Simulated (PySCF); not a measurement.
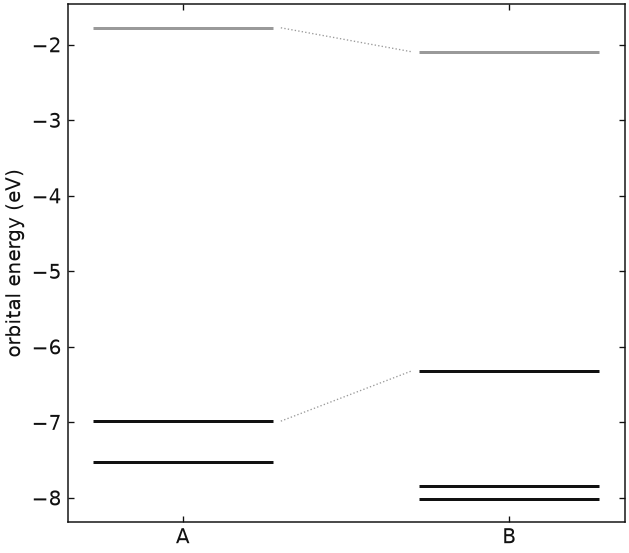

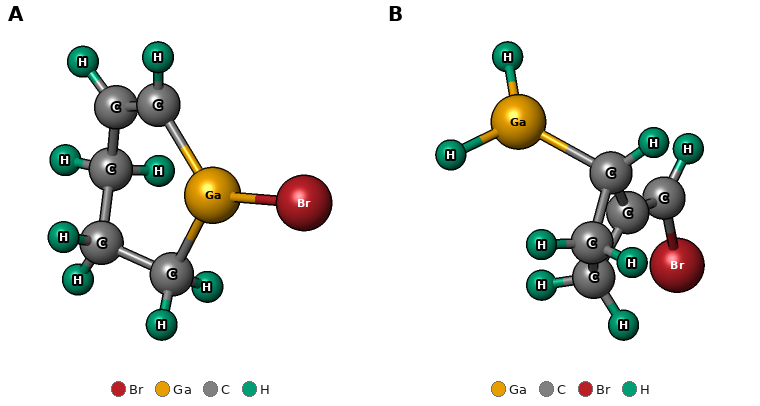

Related molecules: A is C₅H₈BrGa, SMILES [Br][Ga]1[CH]=CCC[CH2]1, singlet; B is C₅H₈BrGa, SMILES [GaH2][C@H]1CC/C1=C\Br, singlet. Frontier orbital energies, B3LYP/def2-SVPD in PySCF 2.14.0, at a GFN2-xTB geometry (no frequency check); drawn are at most three filled levels and, in grey, the LUMO with any level within 0.03 eV of it; dotted lines join the HOMOs and the LUMOs.

> What does the change do to the frontier levels?

From A to B the HOMO rises by 0.66 eV and the LUMO falls by 0.32 eV, so the separation goes from 5.21 to 4.23 eV.

Caveats, for all or some of the runs: one conformer of a flexible molecule; spin-orbit coupling is left out, and with Br it can shift these levels and split any degenerate set; the tight-binding geometry is rougher than a DFT one and adds to the error.
